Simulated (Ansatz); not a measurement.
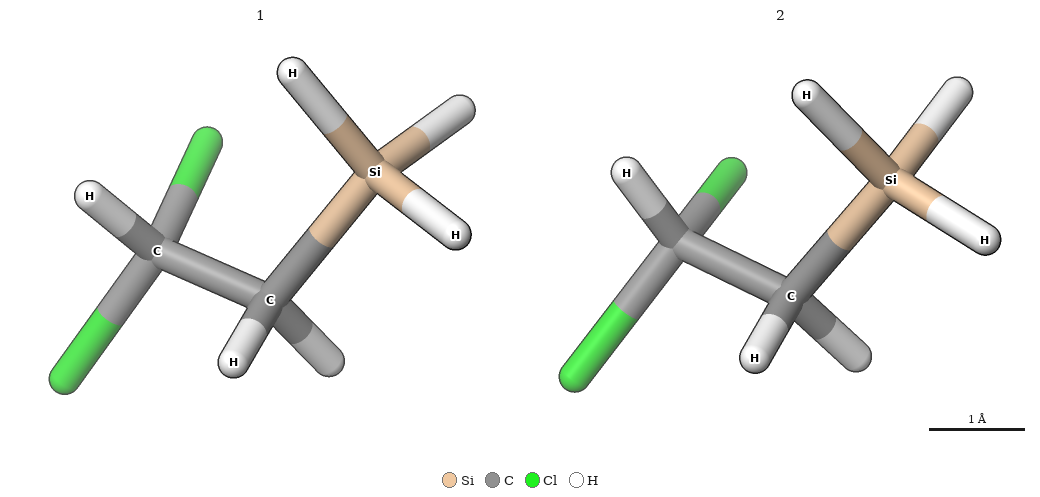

Two geometries of C2H6Cl2Si (coarse preliminary run), drawn at one scale. One is the start of a relaxation, the other its converged end. A stick model, seen from a free direction.

Method: Ansatz 0.2.0, RKS PBE-D4/def2-SVP. (force threshold 0.03 eV/Å; at most 200 steps)

**Which geometry has the lower energy?**

Structure 1 is the relaxed one. The start comes from a force field. The atom that moves furthest after the best rigid fit is a Cl atom (0.42 Å). By element the largest moves are Cl 0.42 Å, H 0.34 Å, Si 0.13 Å, C 0.11 Å. Near-neighbour distances that change, for instance: C–Si 1.834 → 1.913 Å, H–Si 1.433 → 1.506 Å, C–Cl 1.853 → 1.807 Å, C–H 1.062 → 1.107 Å. Among the angles between lasting bonds that change: Cl–C–H 110.6° → 105.7°, C–Si–H 112.5° → 107.6°, H–Si–H 105.3° → 109.7°. The energy falls by 7.43 kcal/mol in 6 geometry steps. Largest force component: 2.8 eV/Å at the start, 0.024 eV/Å at the end. The run took 11 s on 4 threads of Arm Neoverse V1, with other jobs on the host.
